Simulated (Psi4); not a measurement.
**SnH2Cl2 (SMILES [Cl][SnH2][Cl]) at 5 levels**

We compute a comparison of 5 runs (BLYP/def2-SVPD, M06-L/def2-SVPD, PBE/def2-SVPD, TPSS/def2-SVPD, revPBE/def2-SVPD) of SnH2Cl2. 

The results are computed with Psi4 1.11.

1 further run of the same task is left out (set aside as unsound or not needed).

## (1) The system as given

The species is SnH2Cl2 (5 atoms), meant as a singlet with charge 0. SMILES: `[Cl][SnH2][Cl]`. The Sn2–Cl3 distance was set to 3.011 Å, away from the relaxed value.

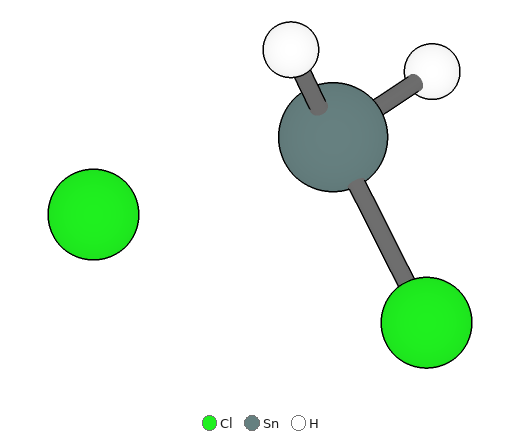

Viewed from a chosen angle; chlorine green, tin teal, hydrogen white.

## (2) The energy at BLYP/def2-SVPD (core potential) (run 1)

Input file calc.inp:

```
memory 2200 mb

molecule {
  0 1
  Cl    -1.662464    -0.745706     1.744232
  Sn     0.325236    -0.522406     0.576332
  Cl    -0.250400     1.295500    -1.753900
  H      0.735036    -2.045806    -0.044368
  H      1.433836     0.266794     1.587132
  symmetry c1
  no_reorient
  no_com
}

set globals {
  basis                def2-SVPD
  puream               true
  e_convergence        1e-09
  d_convergence        1e-08
  scf_type             pk
  dft_radial_points    99
  dft_spherical_points 590
}

E, wfn = energy("blyp", return_wfn=True)
oeprop(wfn, "LOWDIN_CHARGES", "DIPOLE", "QUADRUPOLE", title="BLYP")
```

Launch:

```sh
$ psi4 -n 1 calc.inp calc.out
```

calc.out:

```text
[...]
    !!!  WARNING: ECP capability is in beta. Please check occupations closely.  !!!
[...]
  Running in c1 symmetry.
[...]
  Nuclear repulsion =  210.901318039332978
[...]
  Multiplicity = 1
[...]
  Nalpha       = 29
  Nbeta        = 29
[...]
    Number of basis functions: 102
[...]
   @RKS iter   1: -1135.21410477794257   -6.83597e-01   6.89206e-03 DIIS/ADIIS
[...]
   @RKS iter  12: -1135.58405027064555   -1.59162e-11   2.87128e-09 DIIS
[...]
    Orbital Energies [Eh]
    ---------------------
    Doubly Occupied:
       1A   -100.739616     2A   -100.684176     3A     -9.203200
       4A     -9.144234     5A     -7.040196     6A     -7.032901
       7A     -7.031922     8A     -6.982468     9A     -6.973524
      10A     -6.973397    11A     -4.980548    12A     -3.362058
      13A     -3.359666    14A     -3.355201    15A     -1.024178
      16A     -1.020451    17A     -1.018628    18A     -1.016085
      19A     -1.016037    20A     -0.759049    21A     -0.677500
      22A     -0.510285    23A     -0.362370    24A     -0.360381
      25A     -0.318118    26A     -0.299936    27A     -0.280399
      28A     -0.241444    29A     -0.241058
[...]
  @RKS Final Energy: -1135.58405027064555
   => Energetics <=
    Nuclear Repulsion Energy =            210.9013180393329776
    One-Electron Energy =               -2067.6890413793771586
    Two-Electron Energy =                 796.3158708962005221
    DFT Exchange-Correlation Energy =     -75.1121978268021167
    Empirical Dispersion Energy =           0.0000000000000000
    VV10 Nonlocal Energy =                  0.0000000000000000
    Total Energy =                      -1135.5840502706455482
[...]
 Multipole Moments:
 ------------------------------------------------------------------------------------
     Multipole            Electronic (a.u.)      Nuclear  (a.u.)        Total (a.u.)
 ------------------------------------------------------------------------------------
 L = 1.  Multiply by 2.5417464519 to convert [e a0] to [Debye]
 Dipole X            :         44.8110119          -43.8314869            0.9795249
 Dipole Y            :          6.2961930           -7.4180179           -1.1218248
 Dipole Z            :        -25.3945676           26.5652256            1.1706581
 Magnitude           :                                                    1.8943074
 L = 2.  Multiply by 1.3450342976 to convert [e a0^2] to [Debye ang]
 Quadrupole XX       :       -227.8811589          189.1720303          -38.7091287
 Quadrupole XY       :        -39.1449489           38.2148847           -0.9300643
[...]
```

Run time: 9.3 s. Hardware: 1 thread of Intel Xeon 6975P-C (Granite Rapids), shared host; peak memory 1.1 GiB.

## (3) The energy at M06-L/def2-SVPD (core potential) (run 2)

Input file job.dat:

```
memory 2200 MB

molecule {
  0 1
  Cl    -3.14160165    -1.40918011     3.29612078
  Sn     0.61460697    -0.98720427     1.08910964
  Cl    -0.47318742     2.44814019    -3.31439065
  H      1.38901673    -3.86601304    -0.08384337
  H      2.70955735     0.50416759     2.99924480
  units bohr
  symmetry c1
  no_reorient
  no_com
}

set globals {
  basis def2-SVPD
  puream true
  e_convergence 1e-09
  d_convergence 1e-08
  scf_type pk
  dft_radial_points 99
  dft_spherical_points 590
}

e, wfn = energy("m06-l", return_wfn=True)
oeprop(wfn, "WIBERG_LOWDIN_INDICES", "LOWDIN_CHARGES", "MULLIKEN_CHARGES", title="M06-L")
```

Launch:

```sh
$ psi4 -i job.dat -o job.out -n 1
```

job.out:

```text
[...]
    !!!  WARNING: ECP capability is in beta. Please check occupations closely.  !!!
[...]
  Running in c1 symmetry.
[...]
  Nuclear repulsion =  210.901318112137460
[...]
  Multiplicity = 1
[...]
  Nalpha       = 29
  Nbeta        = 29
[...]
    Number of basis functions: 102
[...]
   @RKS iter   1: -1135.57822361956437   -8.74209e-01   5.84233e-03 DIIS/ADIIS
[...]
   @RKS iter  12: -1135.81522341402979   -5.68434e-12   6.74705e-09 DIIS
[...]
  @RKS Final Energy: -1135.81522341402979
   => Energetics <=
    Nuclear Repulsion Energy =            210.9013181121374600
    One-Electron Energy =               -2068.3076155613034643
    Two-Electron Energy =                 797.0416104876518375
    DFT Exchange-Correlation Energy =     -75.4505364525158342
    Empirical Dispersion Energy =           0.0000000000000000
    VV10 Nonlocal Energy =                  0.0000000000000000
    Total Energy =                      -1135.8152234140297878
[...]
 Multipole Moments:
 ------------------------------------------------------------------------------------
     Multipole            Electronic (a.u.)      Nuclear  (a.u.)        Total (a.u.)
 ------------------------------------------------------------------------------------
 L = 1.  Multiply by 2.5417464519 to convert [e a0] to [Debye]
 Dipole X            :         44.9447210          -43.8314868            1.1132342
 Dipole Y            :          6.1846575           -7.4180180           -1.2333605
 Dipole Z            :        -25.2937338           26.5652257            1.2714920
 Magnitude           :                                                    2.0921665
[...]
  Mulliken Charges: (a.u.)
   Center  Symbol    Alpha    Beta     Spin     Total
       1    CL     8.80309  8.80309  0.00000 -0.60618
       2    SN    10.23787 10.23787  0.00000  1.52426
       3    CL     8.78067  8.78067  0.00000 -0.56133
       4     H     0.58919  0.58919  0.00000 -0.17839
       5     H     0.58918  0.58918  0.00000 -0.17836
   Total alpha = 29.00000, Total beta = 29.00000, Total charge = -0.00000
  Lowdin Charges: (a.u.)
   Center  Symbol    Alpha    Beta     Spin     Total
       1    CL     8.60765  8.60765  0.00000 -0.21529
[...]
```

It took 20 s on 1 thread of Intel Xeon 6975P-C (Granite Rapids), shared host; peak memory 0.97 GiB.

Runs 3 to 4 aren't shown in full; the table further down has their settings and results.

## (4) Energy and forces at revPBE/def2-SVPD (core potential) (run 5)

Input file calc.inp:

```
memory 2200 mb

molecule system {
  0 1
  Cl    -3.14160165    -1.40918011     3.29612078
  Sn     0.61460697    -0.98720427     1.08910964
  Cl    -0.47318742     2.44814019    -3.31439065
  H      1.38901673    -3.86601304    -0.08384337
  H      2.70955735     0.50416759     2.99924480
  units au
  symmetry c1
  no_reorient
  no_com
}

set globals {
  basis                def2-SVPD
  reference            rks
  puream               true
  e_convergence        1e-09
  d_convergence        1e-08
  scf_type             pk
  dft_radial_points    99
  dft_spherical_points 590
}

e, wfn = gradient('revpbe', return_wfn=True)
```

Launch:

```sh
$ psi4 calc.inp calc.out -n 1
```

calc.out:

```text
[...]
    !!!  WARNING: ECP capability is in beta. Please check occupations closely.  !!!
[...]
  Running in c1 symmetry.
[...]
  Nuclear repulsion =  210.901318112137460
[...]
  Multiplicity = 1
[...]
  Nalpha       = 29
  Nbeta        = 29
[...]
    Number of basis functions: 102
[...]
   @RKS iter   1: -1135.17790099162926   -7.11619e-01   6.73012e-03 ADIIS/DIIS
[...]
   @RKS iter  12: -1135.52568497348375   -5.68434e-12   2.18502e-09 DIIS
[...]
  @RKS Final Energy: -1135.52568497348375
   => Energetics <=
    Nuclear Repulsion Energy =            210.9013181121374600
    One-Electron Energy =               -2067.7447934813108077
    Two-Electron Energy =                 796.3776797866994457
    DFT Exchange-Correlation Energy =     -75.0598893910099605
    Empirical Dispersion Energy =           0.0000000000000000
    VV10 Nonlocal Energy =                  0.0000000000000000
    Total Energy =                      -1135.5256849734837488
[...]
 Multipole Moments:
 ------------------------------------------------------------------------------------
     Multipole            Electronic (a.u.)      Nuclear  (a.u.)        Total (a.u.)
 ------------------------------------------------------------------------------------
 L = 1.  Multiply by 2.5417464519 to convert [e a0] to [Debye]
 Dipole X            :         44.8288664          -43.8314868            0.9973796
 Dipole Y            :          6.2751725           -7.4180180           -1.1428456
 Dipole Z            :        -25.3724200           26.5652257            1.1928058
 Magnitude           :                                                    1.9296755
[...]
  -Total Gradient:
     Atom            X                  Y                   Z
    ------   -----------------  -----------------  -----------------
       1        0.014140515214     0.000858368737    -0.007273820208
       2        0.000037855711    -0.026128436396     0.037072458713
       3       -0.009141232740     0.026524056220    -0.033681360919
       4       -0.000848748308     0.004916137660     0.005831559069
       5       -0.004207749688    -0.006142888163    -0.001979160051
[...]
```

It took 16 s on 1 thread of Intel Xeon 6975P-C (Granite Rapids), shared host; peak memory 1.1 GiB.

## (5) Overview of the runs

| run | level | task | energy (Eh) | dipole moment (D) | HOMO energy (eV) | LUMO energy (eV) | wall time |
| --- | --- | --- | --- | --- | --- | --- | --- |
| 1 | BLYP/def2-SVPD (core potential) | energy | -1135.584050 | 4.81 | -6.56 | -4.46 | 9.3 s |
| 2 | M06-L/def2-SVPD (core potential) | energy | -1135.815223 | 5.32 | -6.73 | -4.24 | 20 s |
| 3 | PBE/def2-SVPD (core potential) | gradient | -1135.262575 | 4.88 | -6.71 | -4.53 | 16 s |
| 4 | TPSS/def2-SVPD (core potential) | energy | -1135.608485 | 4.93 | -6.84 | -4.49 | 22 s |
| 5 | revPBE/def2-SVPD (core potential) | gradient | -1135.525685 | 4.90 | -6.67 | -4.47 | 16 s |

## (6) What came out

| quantity | value |
| --- | --- |
| run 5: total energy | -1135.52568 Eh |
| run 5: dipole moment | 4.90 D |
| run 5: HOMO energy | -6.67 eV |
| run 5: LUMO energy | -4.47 eV |
| run 5: HOMO–LUMO gap | 2.20 eV |
| run 5: largest force on an atom | 2.332 eV/Å |

**Reading.** The dipole moment (its size) runs from 4.81 D (BLYP/def2-SVPD) to 5.32 D (M06-L/def2-SVPD). The HOMO–LUMO gap runs from 2.10 eV (BLYP/def2-SVPD) to 2.49 eV (M06-L/def2-SVPD). Totals of different functionals can't be ranked against each other. All runs together took 83 s, the longest 22 s.
